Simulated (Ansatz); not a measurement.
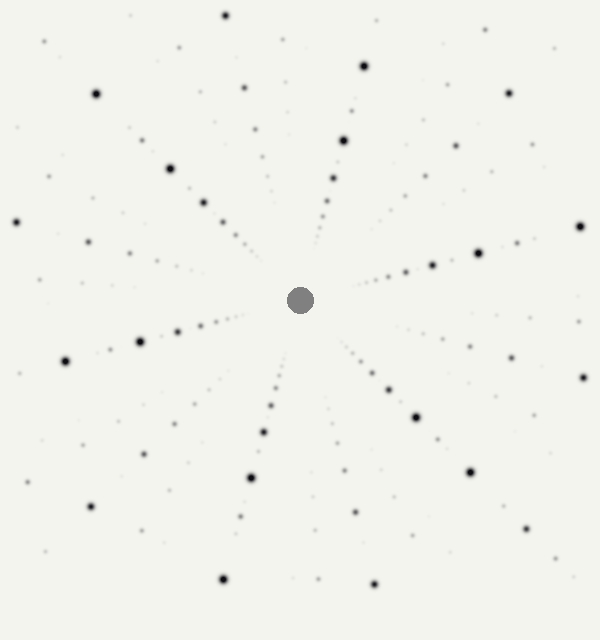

Simulated back-reflection Laue pattern (white X-rays, 0.45 to 2.2 Å, flat plate covering ±45° about the beam, kinematic intensities, seen from the source).

Q: Which symmetry elements lie along the beam?

A: 3m: a threefold axis with three mirror lines.

The crystal is Ag, space group Fm-3m (No. 225), a = 4.212 Å. Structure: the input geometry of an electronic-structure calculation (not necessarily at equilibrium).

Q: Which direction points towards the source?

A: [111] or one equivalent to it by a rotation of the Laue group. In Laue class m-3m no other family of directions with a member of indices 0 and ±1 has this symmetry.
